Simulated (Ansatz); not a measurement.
L1₂ (Cu3Au-type) Al3Sc was calculated with r²SCAN+rVV10 in Ansatz (PAW).

Numerical settings: plane-wave cutoff 560 eV, 14×14×14 k mesh, Fermi–Dirac smearing 0.05 eV, scalar-relativistic PAW data made under PBE.

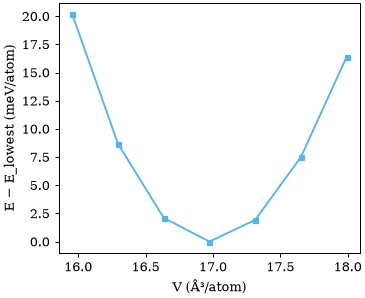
Figure. Total energy against volume

### Question
From the curve, estimate the equilibrium volume and the bulk modulus.

### Answer
V0 ≈ 17.0 Å³/atom and B0 ≈ 95 GPa; the fit gives V0 = 16.976 Å³/atom, B0 = 95.1 GPa, B′ = 4.0.

Measured, for comparison: bulk modulus 91.5 ± 1 GPa (298 K, not corrected to a static lattice, polycrystal; as tabulated in A Combined Experimental and First-Principles Based Assessment of …); equilibrium volume per atom 17.27 Å³/atom (room temperature, not corrected to a static lattice; as tabulated in A Combined Experimental and First-Principles Based Assessment of …). Computed (rounded) less measured: bulk modulus +4 %, equilibrium volume per atom -1.7 %. A static lattice is as a rule a little smaller and stiffer than an uncorrected measurement, which narrows the difference in the bulk modulus, equilibrium volume per atom and would widen misses of the other sign.

The computed numbers hold no vibrational or temperature effects.

Computing time: about 3 core-minutes (a rough figure).

Ansatz is an electronic-structure program.
